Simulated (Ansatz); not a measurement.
**SiH2Cl2 (dichlorosilane (DCS)): r2SCAN0/6-311+G(d,p)**

Aim: the electronic atomisation energy of SiH2Cl2 (dichlorosilane (DCS)) at r2SCAN0/6-311+G**, from 4 runs. 

Program for the calculation: Ansatz 0.2.0.

47 further runs of the same task are left out: 4 that didn't finish, 43 set aside as unsound or not needed.

## 1. Starting point

SiH2Cl2: 5 atoms, total charge 0, spin state singlet. SMILES: `Cl[SiH2]Cl`. Geometry: relaxed at PBE0-D4/def2-TZVP.

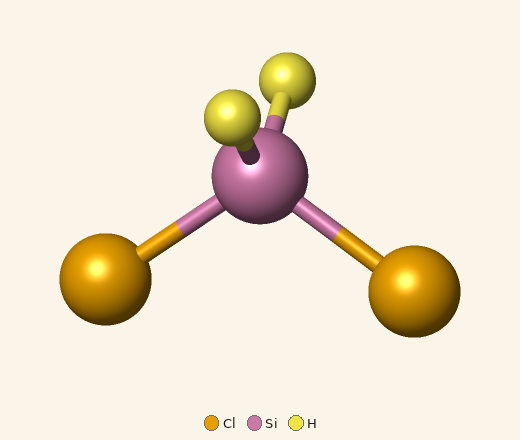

The structure, seen from a chosen angle (chlorine amber, silicon pink, hydrogen yellow).

## 2. A single-point energy at r2SCAN0/6-311+G(d,p)

job.yaml reads:

```yaml
crystal:
  periodic: [false, false, false]
  atoms:
    - {symbol: Cl, position_ang: [-1.036100, -0.393400, 1.609300]}
    - {symbol: Si, position_ang: [0.136800, -0.071700, -0.028900]}
    - {symbol: Cl, position_ang: [-0.799200, 1.196800, -1.324000]}
    - {symbol: H, position_ang: [0.352000, -1.362200, -0.711200]}
    - {symbol: H, position_ang: [1.396500, 0.556600, 0.413400]}
basis:
  gaussian: {orbitals: 6-311+G_st__st_-spherical.json}
hamiltonian: {xc: {name: r2SCAN0}}
accuracy: high
output: {orbitals: {seedname: orbitals}}
```

The basis set 6-311+G** is read from a file made from the Basis Set Exchange's data (not shown).

The run is started by

```bash
ansatz run job.yaml --threads 1 --pin off --max-ram 3480MiB --events-out events.jsonl --progress --plain --runs-dir runs
```

Standard output:

```text
Warning: RAYON_NUM_THREADS=1 ignored (pool sized by the plan → 1); use --threads N
Functional definition: r2SCAN0
  name "r2SCAN0"
  parameter a = 0.25
  parameter k0 = 0.174
  parameter k1 = 0.065
  parameter a1 = 4.9479
  exchange = (1 - a)*r2scan_x(k0 = k0, k1 = k1, a1 = a1) + a*exact_x
  correlation = r2scan_c
1711 factors; integrals over basis functions are off by at most 4.4e-9 eV
mean field evaluation 1: about -32955.6420 eV, gradient 1.2e1 eV
mean field evaluation 2: about -32955.8402 eV, gradient 8.2e0 eV
mean field evaluation 4: about -32955.9567 eV, gradient 1.3e0 eV
mean field evaluation 8: about -32956.0673 eV, gradient 2.4e-2 eV
mean field evaluation 16: about -32956.0673 eV, gradient 1.5e-6 eV
mean field -32956.06734726 eV, -1211.1131365870 hartree, gradient 7.0e-9 eV, S^2 0.000000; 0 other end points of the search recorded, 0 dependent functions left out
reference -32956.06734893 eV, -1211.1131366484 hartree; 25, 25 occupied and 77, 77 virtual orbitals, 1711 factors
Total energy: -32956.06734893 eV, -1211.1131366484 hartree
```

Wall time 17 s (1 thread of Arm Neoverse V2, shared host); peak memory 0.35 GiB.

## 3. The Cl atom

input.yaml reads:

```yaml
crystal:
  periodic: [false, false, false]
  atoms:
    - {symbol: Cl, position_ang: [0.000000, 0.000000, 0.000000]}
basis:
  gaussian: {orbitals: 6-311+G_st__st_-spherical.json}
magnetization: {spin_polarized: true, initial_magnetization: 1}
hamiltonian: {xc: {name: r2SCAN0}}
accuracy: high
```

The basis set 6-311+G** is read from a file made from the Basis Set Exchange's data (not shown).

Run the same way, it converges to -460.11391 Eh (log not shown).

## 4. The H atom, same level

job.yaml reads:

```yaml
crystal:
  periodic: [false, false, false]
  atoms:
    - {symbol: H, position_ang: [0.000000, 0.000000, 0.000000]}
basis:
  gaussian: {orbitals: 6-311+G_st__st_.json}
magnetization: {spin_polarized: true, initial_magnetization: 1}
hamiltonian: {xc: {name: r2SCAN0}}
accuracy: high
```

The basis set 6-311+G** is read from a file made from the Basis Set Exchange's data (not shown).

Run the same way, it converges to -0.49987 Eh (log not shown).

## 5. The Si atom

molecule.yaml reads:

```yaml
crystal:
  periodic: [false, false, false]
  atoms:
    - {symbol: Si, position_ang: [0.000000, 0.000000, 0.000000]}
basis:
  gaussian:
    orbitals: 6-311+G_st__st_-spherical.json
magnetization:
  spin_polarized: true
  initial_magnetization: 2
hamiltonian:
  xc: {name: r2SCAN0}
accuracy: high
```

The basis set 6-311+G** is read from a file made from the Basis Set Exchange's data (not shown).

Run the same way, it converges to -289.34010 Eh (log not shown).

## 6. Summary of results

At r2SCAN0/6-311+G**:

| quantity | value |
| --- | --- |
| molecule: total energy | -1211.11314 Eh |
| molecule: HOMO energy | -9.43 eV |
| molecule: LUMO energy | -0.08 eV |
| molecule: HOMO–LUMO gap | 9.35 eV |
| Cl atom: total energy | -460.11391 Eh |
| Cl atom: ⟨S²⟩ | 0.753 |
| H atom: total energy | -0.49987 Eh |
| H atom: ⟨S²⟩ | 0.750 |
| Si atom: total energy | -289.34010 Eh |
| Si atom: ⟨S²⟩ | 2.004 |
| electronic atomisation energy | 14.843 eV |

Taking the molecule apart into free atoms costs 14.84 eV (1432 kJ/mol), before zero-point energy and without spin-orbit coupling.
